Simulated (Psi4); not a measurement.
**GeH2ClO (SMILES [O][GeH2][Cl]) at U-wB97X/def2-SVPD**

Aim: the vertical electron affinity of GeH2ClO at U-wB97X/def2-SVPD, from 2 runs. 

The results are computed with Psi4 1.11.

2 further runs of the same task are left out: 2 set aside as unsound or not needed.

## (1) The structure to begin with

GeH2ClO has 5 atoms, charge 0, and is taken as a doublet. As SMILES, `[O][GeH2][Cl]`. Geometry: relaxed at PBE0-D4/def2-TZVP.

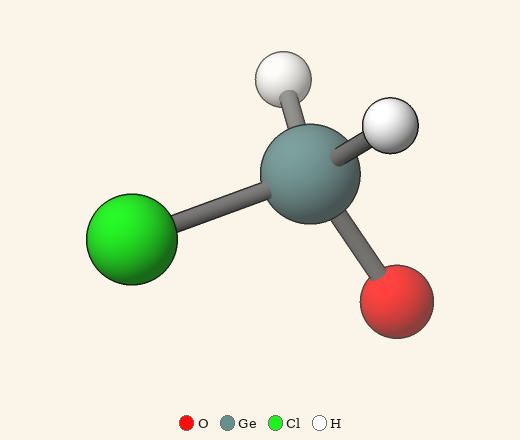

The structure, seen from a chosen angle (oxygen red, germanium teal, chlorine green, hydrogen white).

## (2) A single-point energy at U-wB97X/def2-SVPD

File input.inp:

```
memory 2.2 GB

molecule molecule1 {
  0 2
  O     -0.51476140    -1.11833992     3.07174982
  Ge     0.23375912    -0.15344576    -0.06519555
  Cl    -2.54565006     2.43793567    -1.47190768
  H      0.15306782    -2.53941397    -1.69886379
  H      2.76769288     1.23399116     0.08579357
  units au
  symmetry c1
}

set basis def2-SVPD
set reference uks
set puream true
set e_convergence 1e-09
set d_convergence 1e-08
set scf_type pk
set dft_radial_points 99
set dft_spherical_points 590
set maxiter 100

e, wfn = energy('wb97x', return_wfn=True)
oeprop(wfn, 'MAYER_INDICES', 'MULLIKEN_CHARGES', 'LOWDIN_CHARGES')
```

The run is started by

```bash
$ psi4 input.inp input.out -n 1
```

input.out:

```text
[...]
  Running in c1 symmetry.
[...]
  Nuclear repulsion =  264.047620417348696
[...]
  Multiplicity = 2
[...]
  Nalpha       = 30
  Nbeta        = 29
[...]
    Number of basis functions: 104
[...]
   @UKS iter   1: -2611.69131003031225   -2.24893e+00   2.33664e-02 ADIIS/DIIS
[...]
   @UKS iter  16: -2613.17114084464765   -6.82121e-12   5.77548e-09 DIIS
[...]
   @S^2 Observed:                7.546703984E-01
[...]
    Orbital Energies [Eh]
    ---------------------
    Alpha Occupied:
       1A   -398.583855     2A   -101.486666     3A    -49.856245
       4A    -44.392557     5A    -44.392190     6A    -44.391480
       7A    -19.281465     8A     -9.557051     9A     -7.323425
      10A     -7.316395    11A     -7.316088    12A     -6.386213
      13A     -4.564961    14A     -4.563321    15A     -4.560271
      16A     -1.399716    17A     -1.395448    18A     -1.391971
      19A     -1.390673    20A     -1.390423    21A     -1.106960
      22A     -0.956364    23A     -0.691408    24A     -0.563865
      25A     -0.521401    26A     -0.519262    27A     -0.489221
      28A     -0.455004    29A     -0.437686    30A     -0.428266
    Alpha Virtual:
[...]
  @UKS Final Energy: -2613.17114084464765
   => Energetics <=
    Nuclear Repulsion Energy =            264.0476204173486963
    One-Electron Energy =               -4159.2220331930266184
    Two-Electron Energy =                1372.5990354335540360
    DFT Exchange-Correlation Energy =     -90.5957635025240222
    Empirical Dispersion Energy =           0.0000000000000000
    VV10 Nonlocal Energy =                  0.0000000000000000
    Total Energy =                      -2613.1711408446476526
[...]
 Multipole Moments:
 ------------------------------------------------------------------------------------
     Multipole            Electronic (a.u.)      Nuclear  (a.u.)        Total (a.u.)
 ------------------------------------------------------------------------------------
 L = 1.  Multiply by 2.5417464519 to convert [e a0] to [Debye]
 Dipole X            :          1.9002671           -1.1800896            0.7201775
 Dipole Y            :         -1.1093517            0.8482108           -0.2611410
 Dipole Z            :         -0.4391865           -0.0640067           -0.5031932
 Magnitude           :                                                    0.9165444
[...]
  Mulliken Charges: (a.u.)
   Center  Symbol    Alpha    Beta     Spin     Total
       1     O     4.81547  3.81199  1.00348 -0.62745
       2    GE    15.42812 15.50005 -0.07194  1.07183
       3    CL     8.73873  8.74262 -0.00390 -0.48135
       4     H     0.50884  0.47267  0.03617  0.01850
       5     H     0.50885  0.47267  0.03618  0.01848
   Total alpha = 30.00000, Total beta = 29.00000, Total charge =  0.00000
  Lowdin Charges: (a.u.)
   Center  Symbol    Alpha    Beta     Spin     Total
       1     O     4.68127  3.73386  0.94741 -0.41514
[...]
```

It took 43 s on 1 thread of Intel Xeon Platinum 8259CL at 2.50GHz (Skylake/Cascade Lake), shared host; peak memory 0.93 GiB.

## (3) The singlet anion: energy and forces at wB97X/def2-SVPD

File clgeh2o.json:

```json
{
  "schema_name": "qcschema_input",
  "schema_version": 1,
  "molecule": {
    "schema_name": "qcschema_molecule",
    "schema_version": 2,
    "symbols": ["O", "Ge", "Cl", "H", "H"],
    "geometry": [-0.5147614, -1.11833992, 3.07174982, 0.23375912, -0.15344576, -0.06519555, -2.54565006, 2.43793567, -1.47190768, 0.15306782, -2.53941397, -1.69886379, 2.76769288, 1.23399116, 0.08579357],
    "molecular_charge": -1,
    "molecular_multiplicity": 1,
    "fix_symmetry": "c1"
  },
  "driver": "gradient",
  "model": {
    "method": "wb97x",
    "basis": "def2-SVPD"
  },
  "keywords": {
    "reference": "rks",
    "puream": true,
    "e_convergence": 1e-09,
    "d_convergence": 1e-08,
    "scf_type": "pk",
    "dft_radial_points": 99,
    "dft_spherical_points": 590,
    "scf_properties": ["WIBERG_LOWDIN_INDICES", "DIPOLE", "LOWDIN_CHARGES"]
  }
}
```

The run is started by

```bash
$ psi4 --qcschema clgeh2o.json -n 1 --memory 2200MB
```

stdout:

```text
[...]
  Running in c1 symmetry.
[...]
  Nuclear repulsion =  264.047620417348696
[...]
  Multiplicity = 1
[...]
  Nalpha       = 30
  Nbeta        = 30
[...]
    Number of basis functions: 104
[...]
   @RKS iter   1: -2611.81943462385834   -2.37705e+00   2.35721e-02 DIIS/ADIIS
[...]
   @RKS iter  13: -2613.27651086646983   -3.63798e-11   9.19386e-09 DIIS
[...]
    Orbital Energies [Eh]
    ---------------------
    Doubly Occupied:
       1A   -398.347732     2A   -101.300975     3A    -49.619641
       4A    -44.156750     5A    -44.155206     6A    -44.154606
       7A    -18.920069     8A     -9.372551     9A     -7.137928
      10A     -7.132196    11A     -7.132190    12A     -6.150290
      13A     -4.331008    14A     -4.325583    15A     -4.323806
      16A     -1.162009    17A     -1.158755    18A     -1.158467
      19A     -1.154231    20A     -1.152765    21A     -0.778957
      22A     -0.735524    23A     -0.466085    24A     -0.313391
      25A     -0.313006    26A     -0.272430    27A     -0.246821
      28A     -0.190043    29A     -0.130500    30A     -0.124073
[...]
  @RKS Final Energy: -2613.27651086646983
   => Energetics <=
    Nuclear Repulsion Energy =            264.0476204173486963
    One-Electron Energy =               -4173.0690805328031274
    Two-Electron Energy =                1386.4555671313205494
    DFT Exchange-Correlation Energy =     -90.7106178823358249
    Empirical Dispersion Energy =           0.0000000000000000
    VV10 Nonlocal Energy =                  0.0000000000000000
    Total Energy =                      -2613.2765108664698346
[...]
 Multipole Moments:
 ------------------------------------------------------------------------------------
     Multipole            Electronic (a.u.)      Nuclear  (a.u.)        Total (a.u.)
 ------------------------------------------------------------------------------------
 L = 1.  Multiply by 2.5417464519 to convert [e a0] to [Debye]
 Dipole X            :          1.6517009           -1.1800896            0.4716113
 Dipole Y            :         -0.2466573            0.8482108            0.6015535
 Dipole Z            :         -1.8991072           -0.0640067           -1.9631140
 Magnitude           :                                                    2.1066799
[...]
  -Total Gradient:
     Atom            X                  Y                   Z
    ------   -----------------  -----------------  -----------------
       1       -0.008643174701    -0.015027851418     0.044445902648
       2       -0.002216140301     0.044091875277    -0.090019113848
       3        0.019018525782    -0.021565321708     0.017736024860
       4       -0.002291565114    -0.001293710318     0.015406767649
       5       -0.005866616248    -0.006457348536     0.012962645235
[...]
```

The result, in JSON:

```text
{
 "driver": "gradient",
 "model": {
  "method": "wb97x",
  "basis": "def2-SVPD"
 },
 "success": true,
 "return_result": [-0.008643174701312727, -0.015027851418155581, 0.0444459026477973, -0.0022161403007405055, 0.04409187527660974, -0.09001911384840562, 0.019018525782486057, -0.021565321708041776, 0.01773602485957946, -0.002291565114228727, -0.0012937103176601378, 0.015406767648878501, -0.005866616247733214, -0.006457348535527194, 0.012962645235312417],
 "properties": {
  "calcinfo_nbasis": 104,
  "calcinfo_nmo": 104,
  "calcinfo_nalpha": 30,
  "calcinfo_nbeta": 30,
  "calcinfo_natom": 5,
  "nuclear_repulsion_energy": 264.0476204173487,
  "return_energy": -2613.27651086647,
  "return_gradient": [-0.008643174701312727, -0.015027851418155581, 0.0444459026477973, -0.0022161403007405055, 0.04409187527660974, -0.09001911384840562, 0.019018525782486057, -0.021565321708041776, 0.01773602485957946, -0.002291565114228727, -0.0012937103176601378, 0.015406767648878501, -0.005866616247733214, -0.006457348535527194, 0.012962645235312417],
  "scf_one_electron_energy": -4173.069080532803,
  "scf_two_electron_energy": 1386.4555671313205,
  "scf_xc_energy": -90.71061788233582,
  "scf_dipole_moment": [0.47161128916662554, 0.601553486685473, -1.9631139900203463],
  "scf_total_energy": -2613.27651086647,
  "scf_total_gradient": [-0.008643174701312727, -0.015027851418155581, 0.0444459026477973, -0.0022161403007405055, 0.04409187527660974, -0.09001911384840562, 0.019018525782486057, -0.021565321708041776, 0.01773602485957946, -0.002291565114228727, -0.0012937103176601378, 0.015406767648878501, -0.005866616247733214, -0.006457348535527194, 0.012962645235312417],
  "scf_iterations": 13
 }
}
```

Run time: 45 s. Hardware: 1 thread of Intel Xeon Platinum 8259CL at 2.50GHz (Skylake/Cascade Lake), shared host; peak memory 0.93 GiB.

## (4) Outcome

Level: U-wB97X/def2-SVPD.

| quantity | value |
| --- | --- |
| doublet GeH2ClO: total energy | -2613.17114 Eh |
| doublet GeH2ClO: dipole moment | 2.33 D |
| doublet GeH2ClO: HOMO energy (highest over α and β) | -11.65 eV |
| doublet GeH2ClO: LUMO energy (lowest over α and β) | -2.48 eV |
| doublet GeH2ClO: ⟨S²⟩ | 0.755 |
| singlet anion: total energy | -2613.27651 Eh |
| singlet anion: HOMO energy | -3.38 eV |
| singlet anion: LUMO energy | 5.88 eV |
| singlet anion: HOMO–LUMO gap (to an unbound level, set by the basis) | 9.26 eV |
| singlet anion: largest force on an atom | 5.156 eV/Å |
| vertical electron affinity (to the singlet anion) | 2.867 eV |

What this shows: At fixed nuclei the extra electron is bound by 2.87 eV (66 kcal/mol).
